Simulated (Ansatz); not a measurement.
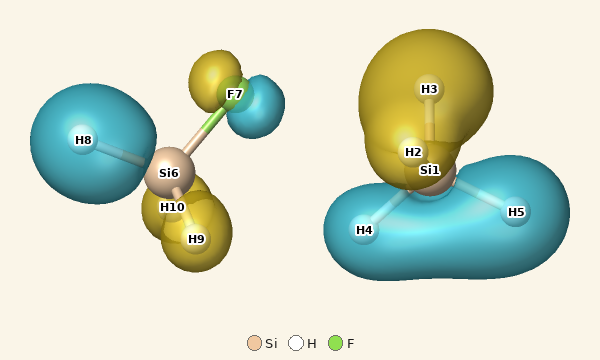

Figure 1: SiH4···FH3Si. The HOMO at ±0.1 Å⁻³ᐟ² (yellow and cyan are the two phases), seen across its widest extent.

Geometry: PBE0-D4/def2-TZVP.

All numbers below come from RKS PBE0-D4/def2-TZVPPD in Ansatz 0.2.0.

Input file:

```
crystal:
  periodic: [false, false, false]
  atoms:
    - {symbol: Si, position_ang: [0.028345, 0.016224, -2.021238]}
    - {symbol: H, position_ang: [1.457728, 0.210608, -1.675340]}
    - {symbol: H, position_ang: [-0.677265, 1.320185, -2.039687]}
    - {symbol: H, position_ang: [-0.606043, -0.881896, -1.020971]}
    - {symbol: H, position_ang: [-0.071498, -0.620585, -3.360136]}
    - {symbol: Si, position_ang: [-0.032885, -0.042827, 2.049414]}
    - {symbol: F, position_ang: [0.191958, 1.175059, 1.032145]}
    - {symbol: H, position_ang: [0.243522, 0.451288, 3.418740]}
    - {symbol: H, position_ang: [0.903837, -1.131372, 1.686930]}
    - {symbol: H, position_ang: [-1.437700, -0.496683, 1.930142]}
basis:
  gaussian: {orbitals: "def2-TZVPPD.json"}
hamiltonian: {xc: pbe0, dispersion: d4}
output: {orbitals: {seedname: orbitals}}
```

Command:

```sh
ansatz run in.yaml --threads 4 --pin off --events-out ev --progress --plain --max-ram 9574MiB
```

Question: Describe this orbital and give its energy.

Answer: It lies mainly on Si1 (about 30 %), H3 (about 15 %), H5 (about 15 %), Si6 (about 10 %), H8 (about 10 %) and H4 (about 5 %). Its energy is −9.68 eV.
